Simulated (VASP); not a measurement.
Band structure of Pd (fcc). Calculation: revTPSS meta-GGA, VASP's PBE PAW potentials (set 64) (plane waves; VASP).

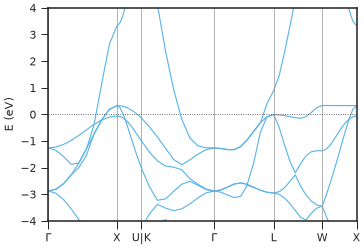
Bands along high-symmetry lines, zero at the valence-band maximum or, without a gap, the Fermi level

### Question
Read the plot: is there a gap, and where are the band edges?

### Answer
It has no gap at this level: it comes out as a metal or semimetal.

The compound is Pd in the fcc structure. It was relaxed first.
